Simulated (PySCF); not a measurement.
# F4H2N2Sn2 (cyclo-(F2SnNH)2): the cost of one run

Programs: PySCF 2.14.0, with routines of our own; each step states its level. All values are computed. Atoms count from 0.

### Step 1. The system as given

10 atoms, charge 0, multiplicity 1; geometry from: GFN2-xTB.

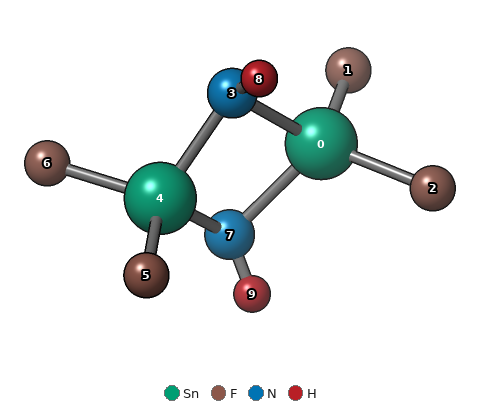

The starting geometry (tin teal, fluorine brown, nitrogen blue, hydrogen red); sticks join atoms by distance alone.

### Step 2. Geometry optimisation at PBE0-D3(BJ)/def2-SVP

The job: settings as JSON, then the geometry in Å.

```
{"job": {"xc": "PBE0", "basis": "def2-SVP", "d3": "d3bj", "grid": 1, "maxiter": 30, "shake": 0.03, "kind": "geom"}, "charge": 0, "multiplicity": 1}
Sn    -0.562010    -1.248600     0.604800
F      0.019710    -2.618450     1.662210
F     -2.590680    -1.506290     0.300960
N      0.036880     0.683980     1.305670
Sn     0.772280     1.092910    -0.546660
F     -0.089750     2.504330    -1.605630
F      2.652970     1.587750    -0.367930
N      0.577460    -0.836580    -1.102430
H     -0.798830     1.309780     1.719390
H      0.106620    -1.045570    -1.965960
```

The run is started by

```console
$ OMP_NUM_THREADS=1 python heavy_run.py task.json out
```

One launch serves the whole session: the jobs run in the order shown.

**Question.** How long does this first job take on 1 thread of AMD EPYC 9R45, shared host, and how much memory does it need?

About 3.2 min, with a peak of 0.6 GiB.
